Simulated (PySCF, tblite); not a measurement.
**C3H6AlCl2N: geometry, infrared bands and NMR shifts**

Wanted: the infrared bands and NMR shifts of C3H6AlCl2N (`C#[N+][Al@H-]([Cl])[CH2]CCl`), by calculation.

The runs use tblite 0.8.0 and PySCF 2.14.0, with density-fitted response routines of our own; the level of theory stands in each step. All values are computed, except where a source is named. Atoms are numbered from 0 throughout.

## 1. Starting geometry

13 atoms, charge 0, multiplicity 1; geometry from: force field or distance geometry start.

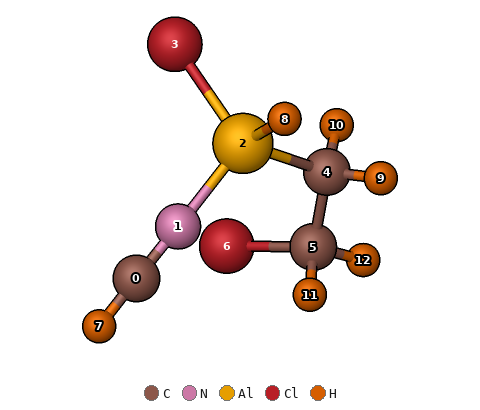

As it starts; carbon brown, nitrogen pink, aluminium amber, chlorine red, hydrogen orange, atoms numbered.

## 2. Geometry optimisation with GFN2-xTB

What the job is given:

```
{"job": {"kind": "relax", "xc": "GFN2-xTB", "basis": "xTB"}, "charge": 0, "multiplicity": 1}
C      2.509100    -1.095400     0.689300
N      1.813100    -0.255300     0.255700
Al     0.706200     1.089700    -0.402900
Cl     0.945400     2.899800     0.807300
C     -1.186500     0.469200    -0.545600
C     -1.438900    -0.814300     0.172100
Cl    -1.091300    -0.682500     1.916000
H      3.138700    -1.870500     1.074200
H      1.179000     1.463100    -1.904700
H     -1.400800     0.286700    -1.622400
H     -1.879000     1.260600    -0.208300
H     -0.807600    -1.633900    -0.257900
H     -2.491800    -1.116700     0.009500
```

Started as:

```bash
> OMP_NUM_THREADS=1 python probes_run.py task.json out
```

The driver reads the jobs from task.json and runs them one after another.

The program printed:

```text
step      E/eV     max force
  0    -614.17589    3.937
  1    -614.14685   11.152
  2    -614.58687    1.553
  3    -614.66557    0.812
  4    -614.70654    0.645
  5    -614.72419    0.560
  6    -614.74962    0.428
  7    -614.76159    0.368
  8    -614.77561    0.388
  9    -614.78431    0.278
 10    -614.79282    0.295
 11    -614.80025    0.337
 12    -614.80979    0.367
 13    -614.81921    0.379
 14    -614.82623    0.288
 15    -614.83022    0.219
 16    -614.83343    0.185
 17    -614.83656    0.157
 18    -614.83905    0.125
 19    -614.84106    0.113
 20    -614.84300    0.122
 21    -614.84562    0.147
 22    -614.84904    0.185
 23    -614.85327    0.191
 24    -614.85837    0.190
 25    -614.86354    0.189
 26    -614.86726    0.158
 27    -614.86993    0.131
 28    -614.87251    0.132
 29    -614.87523    0.195
 30    -614.87810    0.173
 31    -614.88049    0.151
 32    -614.88223    0.136
 33    -614.88372    0.142
 34    -614.88516    0.158
 35    -614.88634    0.106
 36    -614.88733    0.103
 37    -614.88851    0.110
 38    -614.89052    0.152
 39    -614.89488    0.231
 40    -614.89865    0.207
 41    -614.90118    0.110
 42    -614.90234    0.061
 43    -614.90292    0.066
 44    -614.90356    0.071
 45    -614.90453    0.097
 46    -614.90577    0.119
 47    -614.90721    0.142
 48    -614.90870    0.124
 49    -614.91022    0.097
 50    -614.91191    0.118
 51    -614.91372    0.145
 52    -614.91518    0.118
 53    -614.91600    0.096
 54    -614.91656    0.085
 55    -614.91715    0.076
 56    -614.91820    0.130
 57    -614.91927    0.128
 58    -614.92013    0.073
 59    -614.92073    0.078
 60    -614.92147    0.078
 61    -614.92274    0.149
 62    -614.92471    0.195
 63    -614.92673    0.167
 64    -614.92773    0.234
 65    -614.92817    0.220
 66    -614.92916    0.100
 67    -614.93006    0.116
 68    -614.93119    0.191
 69    -614.93200    0.144
 70    -614.93253    0.071
 71    -614.93290    0.045
 72    -614.93329    0.037
 73    -614.93375    0.046
 74    -614.93425    0.051
 75    -614.93474    0.102
 76    -614.93531    0.107
 77    -614.93620    0.091
 78    -614.93854    0.083
 79    -614.94011    0.103
 80    -614.94277    0.158
 81    -614.94542    0.295
 82    -614.94089    0.502
 83    -614.95080    0.131
 84    -614.95422    0.227
 85    -614.95644    0.467
 86    -614.96260    0.211
 87    -614.96724    0.179
 88    -614.97035    0.458
 89    -614.97717    0.207
 90    -614.98091    0.189
 91    -614.98074    0.516
 92    -614.98810    0.201
 93    -614.99130    0.158
 94    -614.99435    0.372
 95    -615.00051    0.115
 96    -615.00297    0.063
 97    -615.00456    0.126
 98    -615.00527    0.066
 99    -615.00579    0.052
100    -615.00750    0.073
101    -615.00833    0.103
102    -615.00909    0.105
103    -615.00970    0.100
104    -615.01034    0.139
105    -615.01060    0.079
106    -615.01089    0.087
107    -615.01142    0.079
108    -615.01182    0.066
109    -615.01224    0.047
110    -615.01262    0.046
111    -615.01305    0.064
112    -615.01355    0.075
113    -615.01405    0.079
114    -615.01444    0.050
115    -615.01474    0.040
116    -615.01503    0.035
117    -615.01530    0.056
118    -615.01550    0.052
119    -615.01566    0.041
120    -615.01583    0.055
121    -615.01623    0.057
122    -615.01683    0.069
123    -615.01777    0.066
124    -615.01863    0.064
125    -615.01915    0.044
126    -615.01931    0.036
127    -615.01937    0.042
128    -615.01941    0.013
129    -615.01943    0.013
130    -615.01946    0.019
131    -615.01949    0.023
132    -615.01955    0.018
133    -615.01964    0.032
134    -615.01980    0.064
135    -615.02006    0.111
136    -615.02052    0.157
137    -615.02112    0.173
138    -615.02166    0.120
139    -615.02210    0.040
140    -615.02242    0.046
141    -615.02275    0.091
142    -615.02315    0.115
143    -615.02346    0.135
144    -615.02397    0.122
145    -615.02452    0.115
146    -615.02528    0.085
147    -615.02657    0.113
148    -615.02889    0.180
149    -615.02638    0.406
150    -615.03431    0.162
151    -615.03404    0.415
152    -615.03591    0.249
153    -615.03513    0.442
154    -615.03815    0.064
155    -615.03864    0.077
156    -615.03924    0.045
157    -615.03954    0.046
158    -615.04008    0.065
159    -615.04091    0.111
160    -615.04245    0.179
161    -615.04426    0.136
162    -615.04563    0.128
163    -615.04651    0.059
164    -615.04693    0.052
165    -615.04716    0.065
166    -615.04738    0.075
167    -615.04754    0.034
168    -615.04763    0.035
169    -615.04772    0.027
170    -615.04778    0.020
171    -615.04783    0.016
172    -615.04789    0.017
173    -615.04799    0.026
174    -615.04811    0.033
175    -615.04822    0.027
176    -615.04828    0.014
177    -615.04830    0.008
```

It took 1.2 s on 1 thread of Arm Neoverse V2, shared host; peak memory 0.18 GiB.

Relaxation path: (not every step is listed) (the energy doesn't fall at every step)

```
step  energy from step 0 (eV)  largest force (eV/Å)
   0                   0.0000                3.9366
   1                   0.0290               11.1516
   2                  -0.4110                1.5532
   3                  -0.4897                0.8123
   4                  -0.5307                0.6446
   5                  -0.5483                0.5600
   6                  -0.5737                0.4280
   7                  -0.5857                0.3681
   8                  -0.5997                0.3879
  24                  -0.6825                0.1901
  40                  -0.7228                0.2075
  56                  -0.7423                0.1297
  72                  -0.7574                0.0372
  88                  -0.7945                0.4576
 104                  -0.8345                0.1393
 120                  -0.8399                0.0552
 136                  -0.8446                0.1571
 152                  -0.8600                0.2486
 168                  -0.8717                0.0345
 172                  -0.8720                0.0171
 173                  -0.8721                0.0260
 174                  -0.8722                0.0333
 175                  -0.8723                0.0271
 176                  -0.8724                0.0144
 177                  -0.8724                0.0081
```

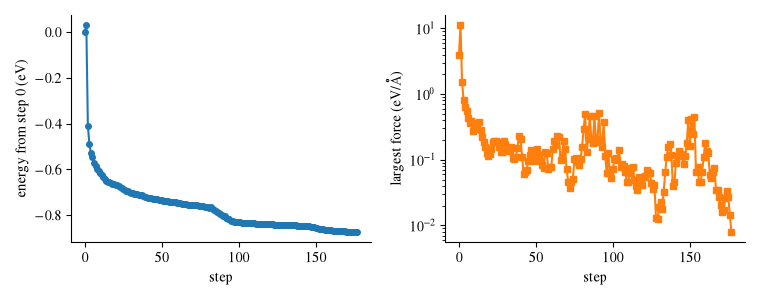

Energy and force, step by step.

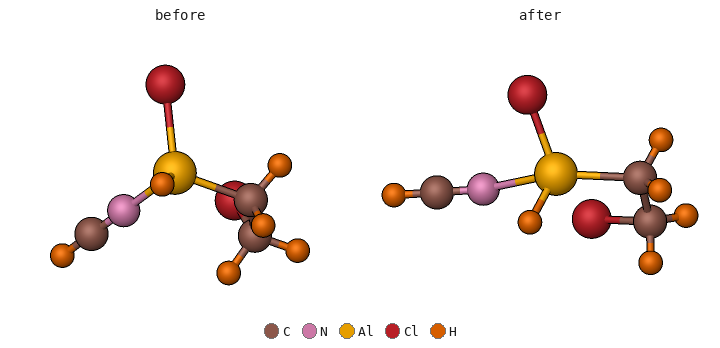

The geometry before (left) and after (right).

Close pairs (by a distance rule), those that changed most:

```
   bond  before (Å)  after (Å)  change (Å)
Al2–Cl6       3.428      2.427      -1.000
 N1–Al2       1.862      2.172      +0.310
Al2–Cl3       2.190      2.062      -0.129
 Al2–H8       1.618      1.550      -0.068
 Al2–C4       1.997      2.058      +0.061
  C0–N1       1.174      1.141      -0.033
 C5–H11       1.120      1.088      -0.032
  C4–C5       1.492      1.518      +0.026
```

The next job starts from the end point, and lists it.

## 3. Vibrational analysis with GFN2-xTB

What the job is given:

```
{"job": {"kind": "ir", "xc": "GFN2-xTB", "basis": "xTB"}, "charge": 0, "multiplicity": 1}
C      3.243041    -0.561958     1.024410
N      2.135545    -0.363116     0.837689
Al     0.511997     0.585351    -0.249250
Cl     1.266816     2.370988     0.452044
C     -1.510776     0.695008    -0.614069
C     -1.892916    -0.693927    -0.134840
Cl    -0.595748    -1.176266     1.000119
H      4.270959    -0.738900     1.202264
H      1.205398    -0.202945    -1.389822
H     -1.892150     0.839310    -1.628742
H     -2.034369     1.442120     0.002498
H     -1.880222    -1.430630    -0.935657
H     -2.831962    -0.764549     0.415629
```

The program printed:

```text
mode    cm-1     km/mol
  1      31.0      0.90
  2      73.6      8.28
  3      86.0      7.08
  4     118.2      5.54
  5     154.4      5.48
  6     158.7      5.15
  7     199.4      6.52
  8     214.3      0.78
  9     231.5     25.97
 10     332.0     18.03
 11     475.1     23.23
 12     484.7     72.76
 13     542.6    175.55
 14     591.9    199.94
 15     653.0     58.60
 16     710.7    185.76
 17     734.2     44.31
 18     746.8    198.59
 19     862.5     15.15
 20    1014.8     14.21
 21    1078.6      8.12
 22    1122.9     19.23
 23    1220.6      6.18
 24    1235.5     15.36
 25    1444.1      3.40
 26    1474.1      4.07
 27    1743.7    209.70
 28    2243.7     13.52
 29    2869.4     35.03
 30    2953.8     24.26
 31    2960.6     26.06
 32    2999.9     13.92
 33    3291.6     40.51
```

Wall time 0.44 s (1 thread of Arm Neoverse V2, shared host); peak memory 0.18 GiB.

Which atoms move in the most intense modes:

```
cm⁻¹  km/mol                                 atoms
 485    72.8  H10 27 %, H9 24 %, C4 21 %, Al2 13 %
 543   175.6   H8 42 %, C4 18 %, Al2 13 %, C5 11 %
 592   199.9            Al2 37 %, C4 24 %, H8 19 %
 653    58.6                     C5 53 %, Cl6 13 %
 711   185.8             H7 45 %, H8 28 %, C0 14 %
 734    44.3                      H7 74 %, C0 22 %
 747   198.6                      H8 52 %, H7 28 %
1744   209.7                               H8 97 %
```

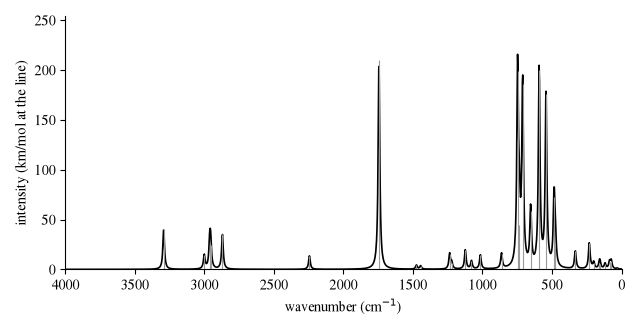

The infrared spectrum from these modes, unscaled. Lines are broadened to a width of 14 cm⁻¹ (Lorentzian).

## 4. NMR shieldings: PBE0/pcSseg-1

Same as in step 3 but for these lines:

```diff
@@ -1,2 +1,2 @@
-{"job": {"kind": "ir", "xc": "GFN2-xTB", "basis": "xTB"}, "charge": 0, "multiplicity": 1}
+{"job": {"kind": "nmr", "xc": "PBE0", "basis": "pcSseg-1"}, "charge": 0, "multiplicity": 1}
 C      3.243041    -0.561958     1.024410
```

With the program's defaults for keys left out, this is: GIAO PBE0/pcSseg-1 NMR shielding, non-relativistic, gas phase.

The program printed:

```text
coarse grid: 12912 points
cycle   1  E = -1334.7338301759  dE =  6.998e-01  |g| = 5.093e-01  |ddm| = 3.251e+00
cycle   2  E = -1334.6356102675  dE =  9.822e-02  |g| = 8.657e-01  |ddm| = 1.085e+00
cycle   3  E = -1334.7976623452  dE = -1.621e-01  |g| = 2.109e-01  |ddm| = 5.851e-01
cycle   4  E = -1334.8067392511  dE = -9.077e-03  |g| = 4.795e-02  |ddm| = 1.642e-01
cycle   5  E = -1334.8072314404  dE = -4.922e-04  |g| = 1.185e-02  |ddm| = 4.183e-02
cycle   6  E = -1334.8072634716  dE = -3.203e-05  |g| = 2.926e-03  |ddm| = 1.443e-02
cycle   7  E = -1334.8072653085  dE = -1.837e-06  |g| = 9.582e-04  |ddm| = 3.541e-03
final grid: 112232 points
cycle   8  E = -1334.8455229933  dE = -3.444e-05  |g| = 6.228e-03  |ddm| = 2.087e-02
cycle   9  E = -1334.8455216579  dE =  1.335e-06  |g| = 6.146e-03  |ddm| = 1.036e-02
cycle  10  E = -1334.8455301742  dE = -8.516e-06  |g| = 1.594e-03  |ddm| = 5.756e-03
cycle  11  E = -1334.8455306508  dE = -4.766e-07  |g| = 6.065e-04  |ddm| = 1.231e-03
cycle  12  E = -1334.8455307263  dE = -7.556e-08  |g| = 1.406e-04  |ddm| = 3.898e-04
cycle  13  E = -1334.8455307309  dE = -4.570e-09  |g| = 2.559e-05  |ddm| = 1.384e-04
cycle  14  E = -1334.8455307311  dE = -1.551e-10  |g| = 7.859e-06  |ddm| = 2.848e-05
converged SCF energy = -1334.8455307311

GIAO shielding tensors (ppm)
atom      isotropic    diamagn.    paramagn.     s11        s22        s33       span
  0 C       68.890     259.638    -190.747    -18.742    -14.618    240.031    258.773
  1 N       -8.436     334.743    -343.180   -196.210   -189.839    360.740    556.951
  2 Al     462.885     789.323    -326.439    394.555    475.331    518.769    124.213
  3 Cl     934.343    1148.180    -213.837    840.280    931.757   1030.992    190.711
  4 C      156.322     250.227     -93.905    111.063    174.320    183.584     72.521
  5 C      128.900     249.616    -120.716     83.597    127.699    175.402     91.805
  6 Cl     705.130    1148.480    -443.349    313.031    848.495    953.865    640.835
  7 H       28.137      28.888      -0.751     23.422     23.598     37.389     13.967
  8 H       27.011      28.100      -1.089     23.707     25.622     31.704      7.996
  9 H       30.462      29.790       0.672     25.657     28.132     37.598     11.941
 10 H       29.778      29.918      -0.140     26.446     28.834     34.053      7.607
 11 H       27.603      29.490      -1.886     22.209     26.705     33.896     11.686
 12 H       27.368      28.423      -1.055     21.547     26.354     34.202     12.654
```

It took 28 s on 1 thread of Arm Neoverse V2, shared host; peak memory 0.75 GiB.

Shifts follow as δ = σ(reference) − σ, with reference shieldings (ppm) from runs at the same level and on the same kind of geometry: ¹H TMS 31.72, ¹³C TMS 186.9, ¹⁵N NH3 267.7, ²⁷Al AlH4- 490.0, ³⁵Cl HCl 950. The references are single molecules in the gas phase, so shifts against H2O, NH3, PH3, H3PO4 or CFCl3 are not on the usual liquid scales and can be off by tens of ppm. Shifts against hydride references such as AlH4− lie on their own scale.

```
atoms                          environment  σ (ppm)  δ (ppm)
   C0                nitrilium-type carbon     68.9    118.0
   C5                 sp3 CH2 bonded to Cl    128.9     58.0
   C4                 sp3 CH2 bonded to Al    156.3     30.6
   H8                                         27.01     4.71
  H12  hydrogen on an sp3 CH2 bonded to Cl    27.37     4.35
  H11  hydrogen on an sp3 CH2 bonded to Cl    27.60     4.11
   H7  hydrogen on a nitrilium-type carbon    28.14     3.58
  H10  hydrogen on an sp3 CH2 bonded to Al    29.78     1.94
   H9  hydrogen on an sp3 CH2 bonded to Al    30.46     1.25
   N1     donor nitrogen of a Lewis adduct     -8.4    276.2
  Al2                                         462.9     27.1
  Cl6                                           705      245
  Cl3                chlorine bonded to Al      934       15
```

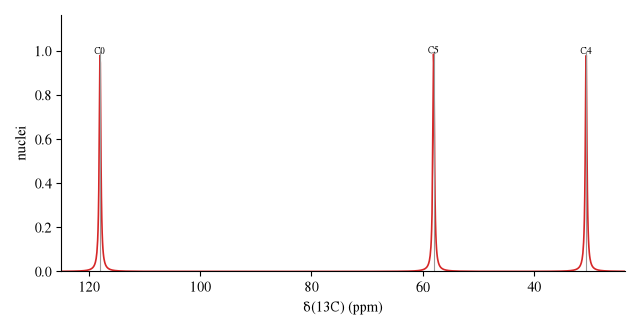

¹³C lines at the computed shifts, without couplings. Lines are broadened to a width of 0.35 ppm (Lorentzian).

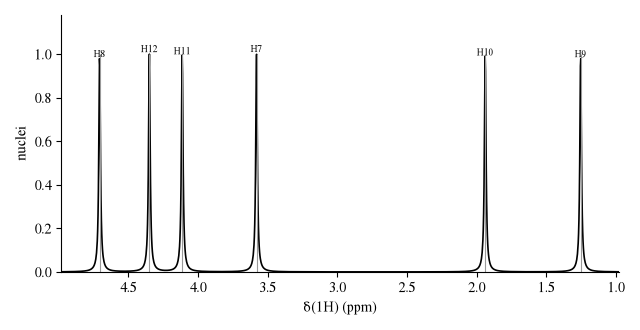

¹H lines at the computed shifts, without couplings. Lines are broadened to a width of 0.01 ppm (Lorentzian).

The run also stored atomic charges by several schemes (e):

```
atoms  Mulliken    IAO  Hirshfeld  ESP fit
   C0      0.23   0.07       0.14    -0.03
   N1     -0.33  -0.13      -0.09    -0.03
  Al2      0.90   0.72       0.31     0.55
  Cl3     -0.41  -0.40      -0.26    -0.36
   C4     -0.57  -0.63      -0.24    -0.40
   C5     -0.21  -0.22      -0.03     0.05
  Cl6     -0.15   0.00       0.05    -0.14
```

Mulliken charges:

C0 0.23; N1 -0.33; Al2 0.90; Cl3 -0.41; C4 -0.57; C5 -0.21; Cl6 -0.15; H7 0.18; H8 -0.24; H9 0.13; H10 0.13; H11 0.17; H12 0.17

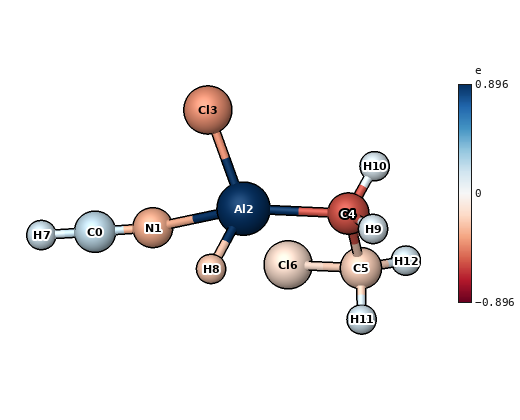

Mulliken charges, as colours on the atoms.

Mayer bond orders: C0–N1 2.83, N1–Al2 0.21, Al2–Cl3 0.92, Al2–C4 0.72, C4–C5 1.03, C5–Cl6 0.86.

Orbitals, density, ELF and potential are computed afterwards from the orbital file.

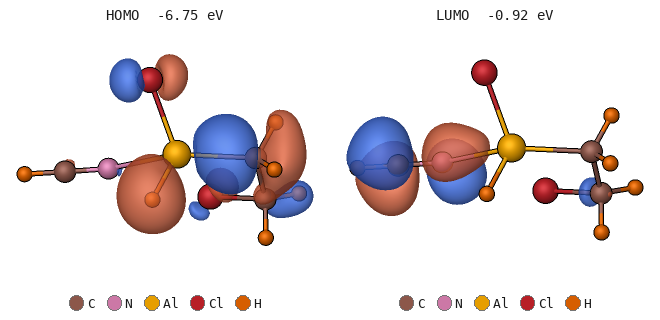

PBE0/pcSseg-1 orbitals near the gap, drawn at the value that encloses 70 % of each; the two colours are the two signs.

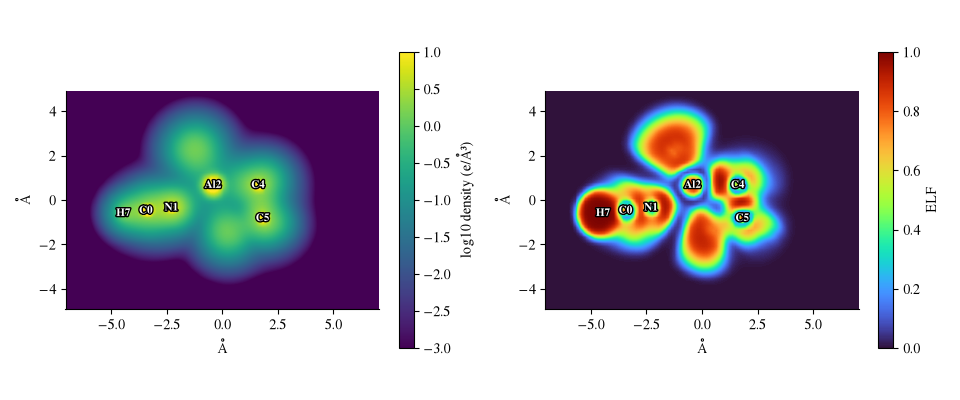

Density (left) and ELF (right) in a plane through or near 6 of the atoms.

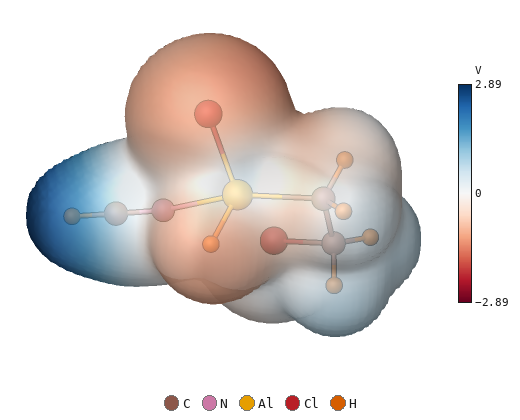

The potential that a unit positive charge feels on the 0.002 e/bohr³ surface, from -1.29 V near Cl3 to 2.89 V near H7.

## 5. Summary of results

```
                                 quantity                                   value
strongest single infrared mode (GFN2-xTB)                   1744 cm⁻¹, 210 km/mol
             zero-point energy (GFN2-xTB)                           50.1 kcal/mol
   ¹³C shifts against TMS (PBE0/pcSseg-1)                   118.0, 58.0, 30.6 ppm
    ¹H shifts against TMS (PBE0/pcSseg-1)  4.71, 4.35, 4.11, 3.58, 1.94, 1.25 ppm
   ¹⁵N shifts against NH3 (PBE0/pcSseg-1)                               276.2 ppm
²⁷Al shifts against AlH4- (PBE0/pcSseg-1)                                27.1 ppm
  ³⁵Cl shifts against HCl (PBE0/pcSseg-1)                             245, 15 ppm
    surface potential, least and greatest                      -1.29 V and 2.89 V
```

**Reading.** Relaxing lowered the energy by 0.872 eV in 177 steps; the close pair that moved most is Al2–Cl6, from 3.428 to 2.427 Å. No mode is imaginary among the 33: a minimum at this level. The strongest single mode, at 1744 cm⁻¹, moves mainly H8. Unscaled tight-binding wavenumbers are off by several per cent, some by more. Its intensities can rank the bands wrongly. At PBE0/pcSseg-1: The widest tensor belongs to Cl6: span 641 ppm, with a paramagnetic part of -443 ppm. By nearest atom (PBE0/pcSseg-1), the HOMO sits on C4 34 %; H8 25 % and the LUMO on C0 39 %; N1 35 %.
